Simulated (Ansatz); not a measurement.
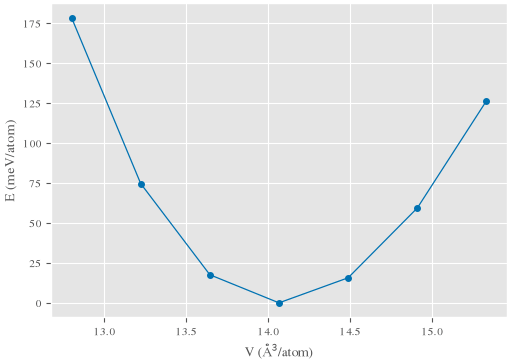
Fig. 1. Os (fcc (Cu type), Fm-3m) under volume change, DFT-r²SCAN in the program Ansatz with PAW potentials, scaled uniformly.

What does a third-order Birch–Murnaghan fit give for V₀, B₀ and B′?

V₀ = 14.07 Å³/atom, B₀ = 419 GPa, B′ = 4.7.

The cell is a constructed one: a structure type filled with these elements; the Crystallography Open Database files this formula in space group No. 225, but the cells were not matched. It is not the phase usual at ambient conditions (space group No. 194). The cell was relaxed with r²SCAN under the symmetry of its start; whether a distortion lowers the energy is not shown. No spin polarisation was allowed. Spin–orbit coupling is left out wherever it is not named.

Potentials: the later of the program's two PAW sets.
